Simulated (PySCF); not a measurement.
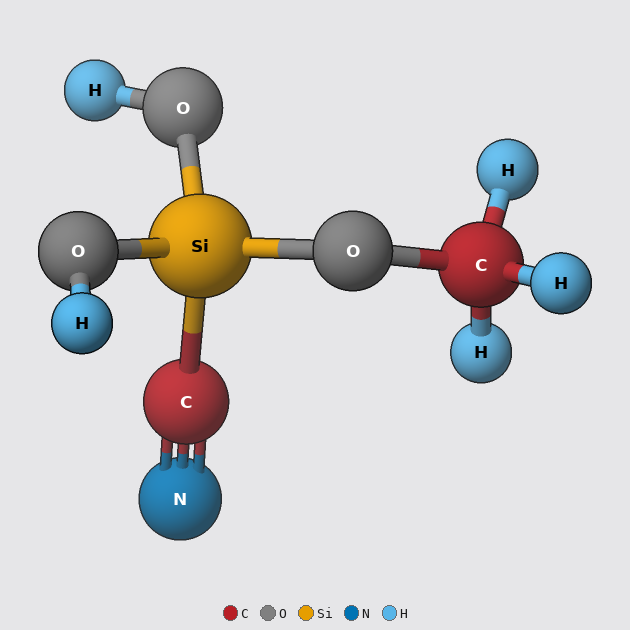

A ball-and-stick model of a molecule. Multiple sticks mark multiple bonds (one Kekulé form).

The geometry was computed by an optimisation with PBE0-D3(BJ)/def2-SVP. No frequency run is at hand to confirm it as a minimum.

Describe the molecule.

The molecule is C₂H₅NO₃Si. SMILES: `CO[Si](O)(O)C#N`. It has no ring. Among its groups: nitrile, Si–O bond. The point group is C1. Coordination: 1 C tetrahedral; 3 O bent; 1 Si tetrahedral; 1 C linear.

The parts below concern this one geometry. Atoms keep their numbers from picture to picture.

## Shape

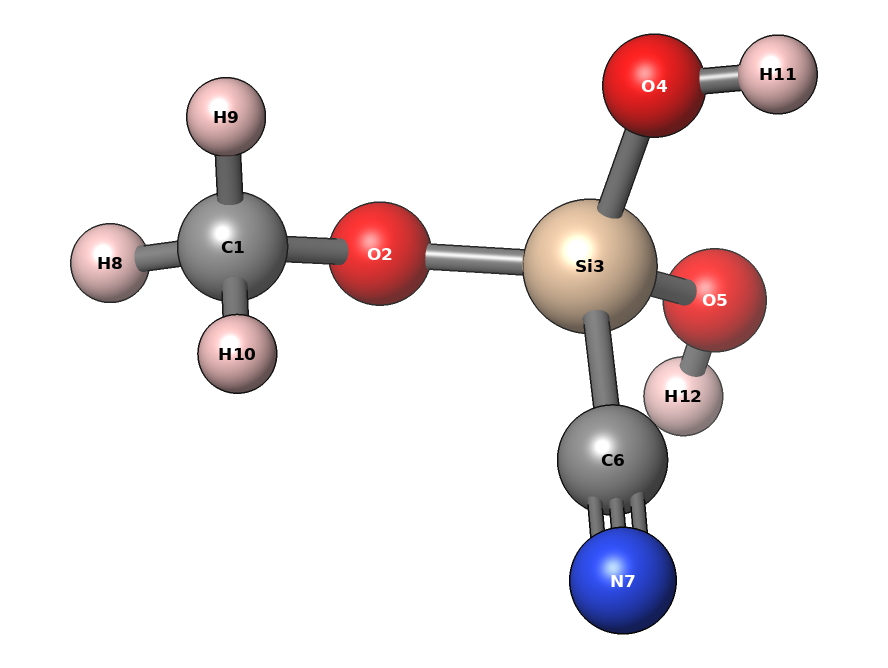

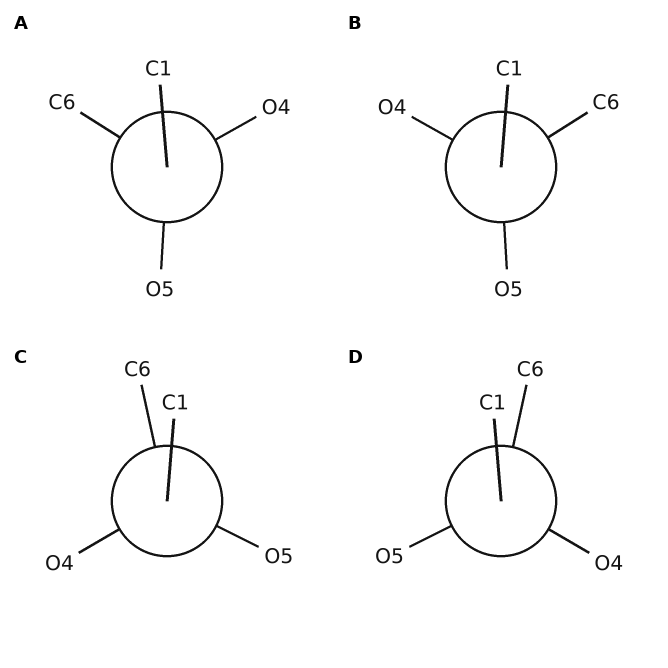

Depth is shown by fading: the farther an atom, the more it takes the colour of the background. Bonds that would overlap in a projection are set slightly apart. No frequency run is at hand to confirm it as a minimum.

Question: Which Newman projection shows the view along O2–Si3, with O2 in front?

Answer: B. The torsion angle C1–O2–Si3–O4 is −65°, synclinal (gauche).

## NMR shielding

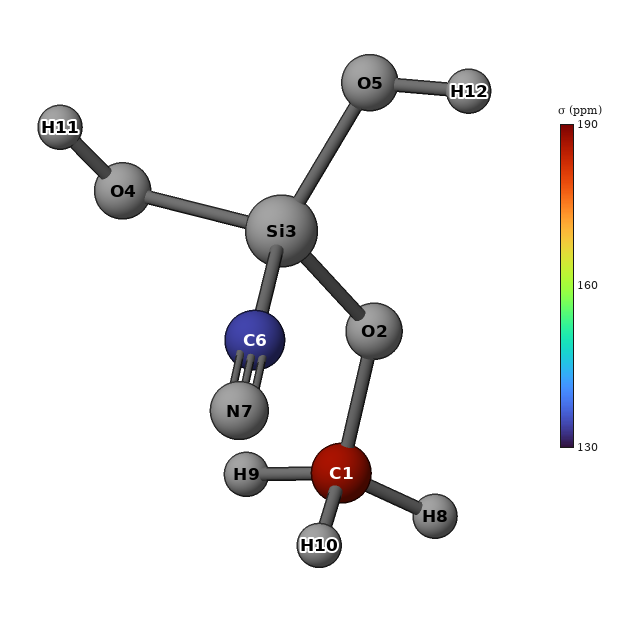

Atoms are coloured by their isotropic NMR shieldings (C only, the others grey). No frequency run is at hand to confirm it as a minimum. Method: GIAO PBE0/STO-3G NMR shielding, non-relativistic, gas phase (PySCF 2.14.0).

Give the isotropic NMR shieldings of the C atoms atom by atom.

```json
{"atom": "C1", "σ (ppm)": "186.8"}
{"atom": "C6", "σ (ppm)": "134.2"}
```

## Core levels

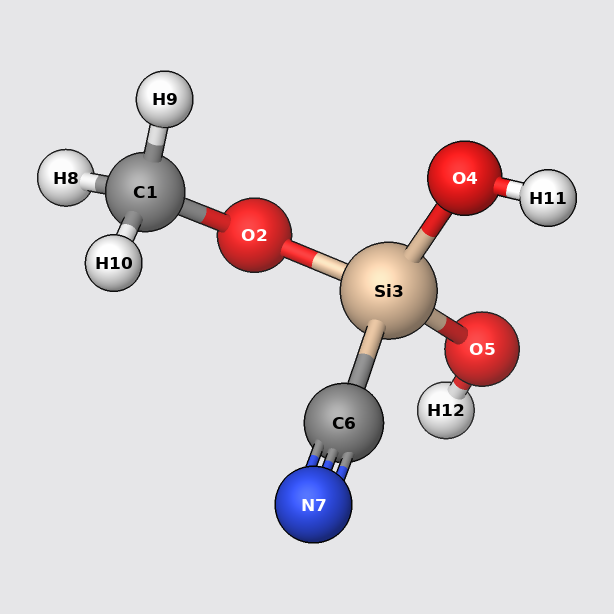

No frequency run is at hand to confirm it as a minimum. Method: delta-SCF UKS SCAN, pcX-2 on the ionised atom, pcseg-1 elsewhere, non-relativistic (PySCF 2.14.0).

Give the core-electron binding energies (to vacuum; p and d levels without spin–orbit splitting) of C1 1s, O2 1s, Si3 1s, Si3 2p, O4 1s, C6 1s, N7 1s.

```
atom  level  binding energy (eV)
  C1     1s                292.8
  O2     1s                538.5
 Si3     1s               1845.1
 Si3     2p                109.4
  O4     1s                539.1
  C6     1s                291.8
  N7     1s                405.2
```

## Charges

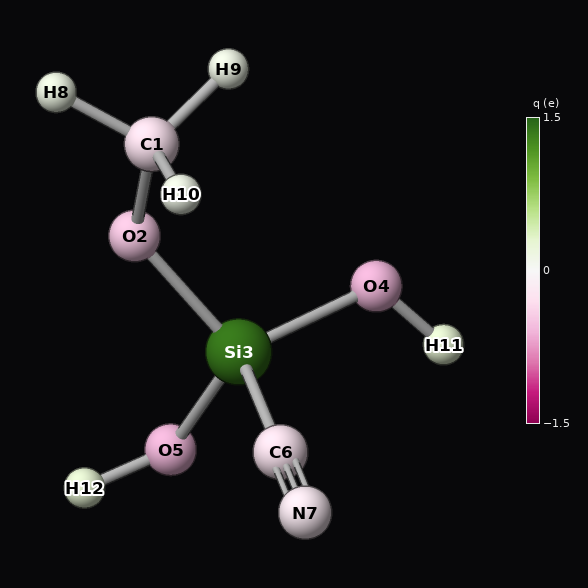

Atoms are coloured by their IAO charges. No frequency run is at hand to confirm it as a minimum. Properties computed with PBE0/STO-3G, gas phase (PySCF 2.14.0).

Give the IAO charges atom by atom.

```csv
atom,value (e)
C1,−0.26
O2,−0.46
Si3,1.35
O4,−0.58
O5,−0.58
C6,−0.23
N7,−0.15
H8,0.14
H9,0.12
H10,0.12
H11,0.26
H12,0.26
```
